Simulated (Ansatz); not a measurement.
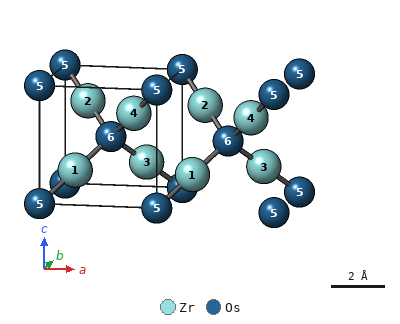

A crystal of Zr$_{2}$Os (a generated structure, set up in Pn-3m) (coarse preliminary run), before the relaxation. Style: ball-and-stick. Shown: the cell of the calculation, repeated 2 × 1 × 1 with one cell outlined, slightly off an axis.

Computed with DFT PBE, scalar-relativistic, plane waves, PAW in Ansatz.

Input
```yaml
crystal:
  lattice:
    - [4.58689252, 0.0, 0.0]
    - [0.0, 4.58689252, 0.0]
    - [0.0, 0.0, 4.58689252]
  atoms:
    - { symbol: Zr, position: [0.25, 0.25, 0.25] }
    - { symbol: Zr, position: [0.25, 0.75, 0.75] }
    - { symbol: Zr, position: [0.75, 0.75, 0.25] }
    - { symbol: Zr, position: [0.75, 0.25, 0.75] }
    - { symbol: Os, position: [0.0, 0.0, 0.0] }
    - { symbol: Os, position: [0.5, 0.5, 0.5] }
basis:
  ecutwfc: 420
kpoints:
  mp_grid: { grid: [4, 4, 4] }
hamiltonian:
  xc: pbe
scf:
  occupations: { method: gaussian, width: 0.1 }
  lower_state_search: "off"
output:
  forces: true
  stress: true
  eigenvalues: true
relax:
  adjacent_minimum: "off"
  f_tol: 0.04
  max_steps: 70
  cell: { stress_tol: 0.4 }
```

Launched with:
```bash
ansatz run input.yaml --threads 1 --pin off --max-ram 2048MiB --backend cpu --events-out ev --progress --plain --runs-dir out
```

Where does the relaxation end?

The atoms keep their places relative to the cell (all moves are under 0.005 Å). The volume changes by +88.1 %, with a = b = c 4.587 → 5.662 Å (+23.4 %). Some distances before and after: Zr1–Zr2 3.243 → 4.004 Å, Zr1–Os5 1.986 → 2.452 Å. The space group stays Pn-3m (No. 224). The energy falls by 4292 meV per atom in 7 accepted moves (9 points after the start). All forces vanish by symmetry, so only the cell relaxes. The pressure goes from 166.50 to −0.16 GPa. The SCF was repeated twice at an unchanged geometry on a basis and grid sized afresh for the cell, which shifted the energy by 112 meV per atom at most.

The structure at the end:

```
Zr Os
1.0
     5.66187    0.00000    0.00000
     0.00000    5.66187    0.00000
     0.00000    0.00000    5.66187
Zr Os
4 2
Direct
  0.25000 0.25000 0.25000
  0.25000 0.75000 0.75000
  0.75000 0.75000 0.25000
  0.75000 0.25000 0.75000
  0.00000 0.00000 0.00000
  0.50000 0.50000 0.50000
```

After the run, drawn alike:

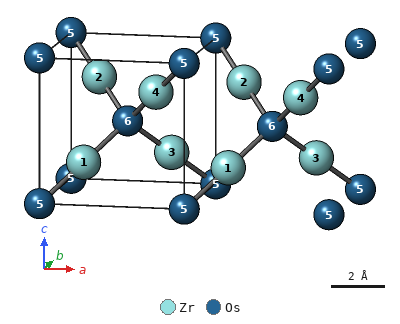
